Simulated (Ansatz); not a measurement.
# CH7ClOSiSn: small, medium and large basis sets

How large a basis does CH7ClOSiSn need? Two functionals are run in growing sets.

Method: one geometry, several basis sets; program: Ansatz 0.2.0, Gaussian basis.

Levels to be run: PBE0-D4/def2-SVP; ωB97M-V/def2-SVP; PBE0-D4/def2-QZVPP; ωB97M-V/def2-QZVPP; the functionals' def2-TZVPP values are taken from earlier runs.

## (1) The geometry

An earlier PBE0-D4 in a triple-zeta def2 set relaxation fixed the geometry. Sn takes the def2 core potential; no spin-orbit term is included.

SMILES `[CH3][SnH]([Cl])[O][SiH3]`, 12 atoms, charge 0, spin multiplicity 1.

Atoms are counted from 1 here; the program's logs count them from 0.

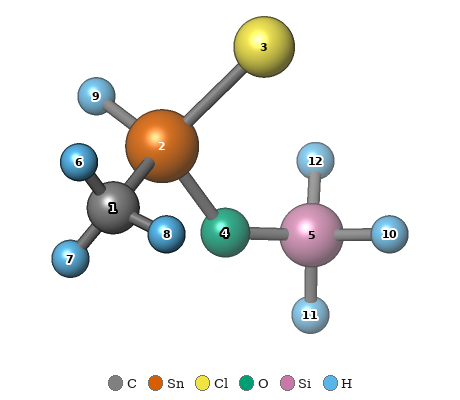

The geometry (carbon grey, tin orange, chlorine yellow, oxygen teal, silicon pink, hydrogen blue); atoms are numbered from 1 in the order of the file.

## (2) PBE0-D4 in def2-SVP

in.yaml reads:

```yaml
crystal:
  periodic: [false, false, false]
  atoms:
    - {symbol: C, position_ang: [-2.047317, 1.246055, -0.329900]}
    - {symbol: Sn, position_ang: [-0.078602, 0.659019, -0.826381]}
    - {symbol: Cl, position_ang: [1.421924, 2.190478, 0.091917]}
    - {symbol: O, position_ang: [0.247652, -1.009339, 0.130435]}
    - {symbol: Si, position_ang: [1.525114, -1.720081, 0.860815]}
    - {symbol: H, position_ang: [-2.282905, 2.198472, -0.803286]}
    - {symbol: H, position_ang: [-2.748823, 0.482372, -0.665173]}
    - {symbol: H, position_ang: [-2.106975, 1.349242, 0.752844]}
    - {symbol: H, position_ang: [0.381640, 0.419385, -2.446561]}
    - {symbol: H, position_ang: [1.789544, -1.118679, 2.195825]}
    - {symbol: H, position_ang: [1.215110, -3.163341, 1.036040]}
    - {symbol: H, position_ang: [2.760637, -1.588884, 0.037423]}
basis:
  gaussian: {orbitals: def2-SVP}
hamiltonian: {xc: pbe0, dispersion: d4}
output: {orbitals: {seedname: orbitals}}
```

The run is started by

```
ansatz run in.yaml --threads 2 --pin off --events-out ev --progress --plain --max-ram 32768MiB --backend cpu
```

After this run come: ωB97M-V in def2-SVP; PBE0-D4 in def2-QZVPP; ωB97M-V in def2-QZVPP.

Before running them: what should the planned runs give, taken together? Wanted: PBE0-D4: double and triple zeta above quadruple; ωB97M-V: double and triple zeta above quadruple.

**Answer**, as computed:

```
                                       quantity           value
PBE0-D4: double and triple zeta above quadruple  12.35, 0.91 eV
ωB97M-V: double and triple zeta above quadruple  12.45, 0.86 eV
```

**Reading.** For PBE0-D4 the step from double to triple zeta gains 11.44 eV and the next only 0.91 eV. Total energies overstate the basis error of differences, where much of it tends to cancel. The LUMO of ωB97M-V is positive and keeps falling with the basis (1.59 to 0.88 eV): an unbound level that the basis holds in place.
